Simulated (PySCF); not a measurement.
SMILES F[Si](F)(F)[SiH2]Cc1cccs1 at its GFN2-xTB optimised geometry (Å):

```
18

F     -0.1083    -3.3327     4.3963
Si     0.0397    -2.4879     3.0546
F      1.2302    -3.2525     2.3214
F      0.7730    -1.1749     3.5745
Si    -1.9083    -2.2207     1.8962
C     -1.4879    -1.8197     0.0688
C     -0.5687    -0.6555     0.0000
C      0.7921    -0.6555     0.0000
C      1.3485     0.6444     0.0000
C      0.4050     1.6165     0.0105
S     -1.1894     0.9663     0.0184
H     -2.6928    -1.1129     2.4578
H     -2.7263    -3.4415     1.9283
H     -2.4057    -1.6063    -0.4784
H     -1.0136    -2.6799    -0.4072
H      1.3833    -1.5539    -0.0086
H      2.4057     0.8389    -0.0071
H      0.5364     2.6799     0.0124
```

Calculation: B3LYP/def2-SVP in PySCF.

Map of the log10 of the electron density (e/bohr³), floored at −4 on the plane z = 1.2 Å:

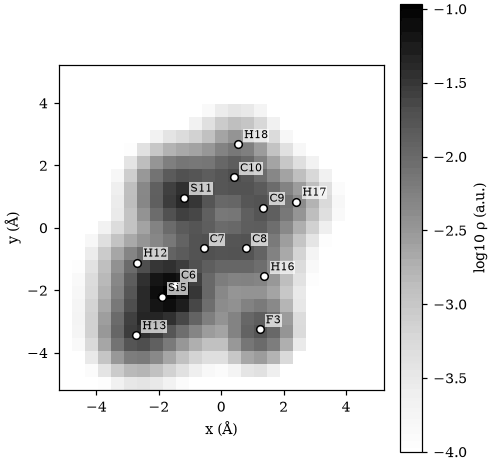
Figure. Log10 of the electron density (e/bohr³), floored at −4 on the plane z = 1.2 Å.
